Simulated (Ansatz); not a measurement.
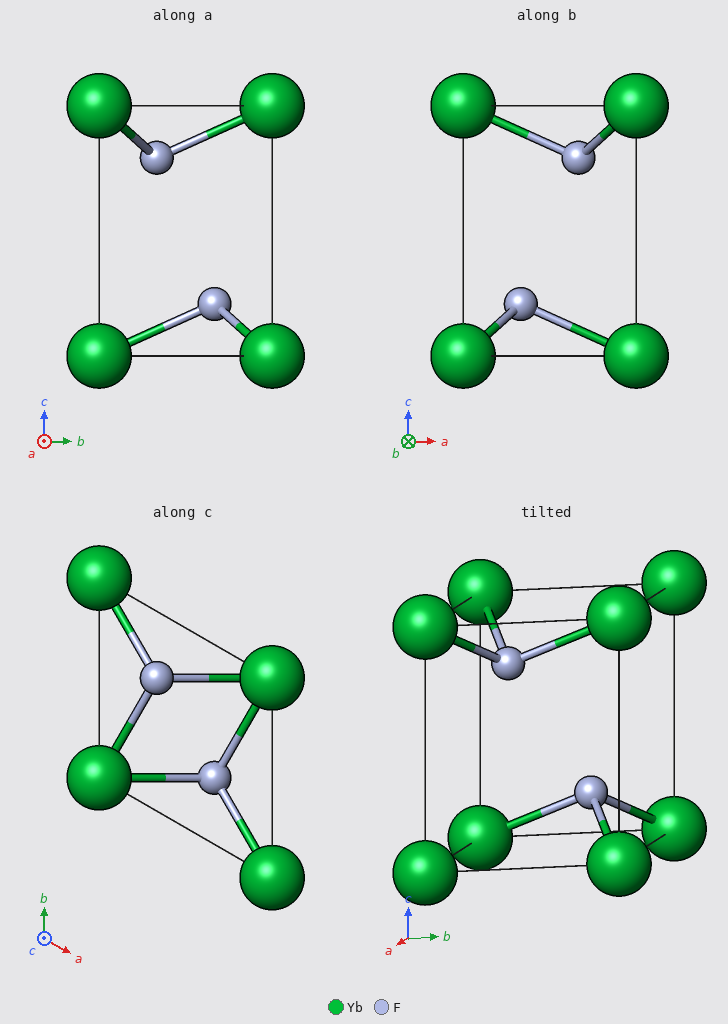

View along the a axis, along the b axis, along the c axis and slightly off an axis, drawn as a ball-and-stick model. Thin lines show the conventional unit cell, with boundary atoms drawn in all their periodic places.

Lattice parameters: a = 3.652 Å, b = 3.652 Å, c = 4.574 Å, α = 90.00°, β = 90.00°, γ = 120.00°. Put a along x and b in the xy plane.

### Give the structure in the form of a POSCAR file.

```
Yb F
1.0
     3.652    0.000    0.000
    -1.826    3.163    0.000
     0.000    0.000    4.574
Yb F
1 2
Direct
  0.0000 0.0000 0.0000
  0.3333 0.6667 0.2076
  0.6667 0.3333 0.7924
```

Its origin is a structure type filled with these elements by a generator (whether the compound takes this form wasn't checked). The atoms were relaxed in a fixed cell with DFT PBEsol, scalar-relativistic, plane waves, PAW in Ansatz.
